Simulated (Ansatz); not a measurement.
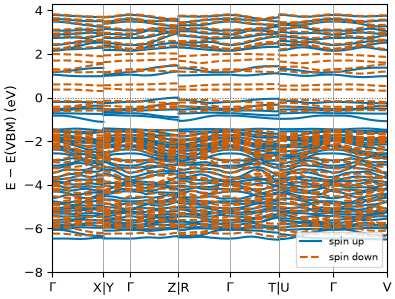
Fig. 1. Band structure from the program Ansatz at the PBE level (PAW)

Problem. Read off the gap and where the band edges lie.

Solution. About 0.3 eV (0.30 eV by a search for the band edges); maximum at Z, minimum at X.

The material is Co2Li3Nb3O12 in space group P1 (No. 1; Pearson symbol aP20).

The start of the workflow was typed in or built on a structure type; neither database checked (COD, Materials Project) lists it. Its standing as an ambient phase is unchecked. The PBE relaxation kept the symmetry of its start; whether a distortion lowers the energy is not shown. Spin order of the final state: ferromagnetic, chosen from 2 collinear starts compared on coarse meshes (ties went to the first, and starts can fall back to one state), not a proven ground state. No Hubbard U is applied. Scalar-relativistic: spin–orbit coupling is off unless named, which matters more the heavier the elements.

Potentials: the later of the program's two PAW sets.
